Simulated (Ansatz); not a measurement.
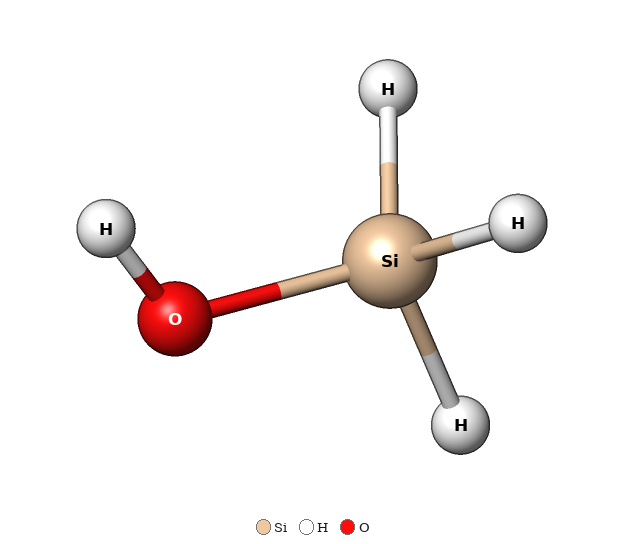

Harmonic vibrations computed with RKS PBE0-D4/def2-TZVP (Ansatz 0.2.0) at a stationary point of the same level.

> Is this a minimum or a saddle point?

A minimum: no imaginary frequency, and the lowest mode lies at 195 cm⁻¹.

> How many vibrational modes are there, and where do they lie?

12 modes: 195, 680, 719, 847, 908, 947, 967, 993, 2209, 2214, 2261, 3931 cm⁻¹.
